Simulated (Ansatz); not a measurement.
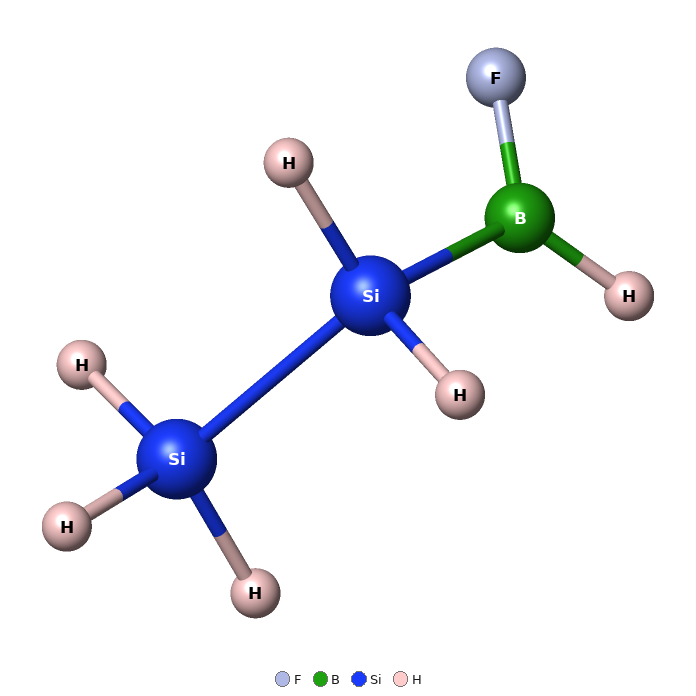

Harmonic vibrations computed with RKS PBE0-D4/def2-TZVP (Ansatz 0.2.0) at a stationary point of the same level.

How many imaginary frequencies does it have?

A minimum: no imaginary frequency, and the lowest mode lies at 45 cm⁻¹.

How many vibrational modes are there, and where do they lie?

24 modes: 45, 89, 117, 245, 356, 418, 456, 519, 624, 680, 709, 802, 875, 920, 939, 942, 1106, 1314, 2204, 2214, 2216, 2228, 2229, 2577 cm⁻¹.
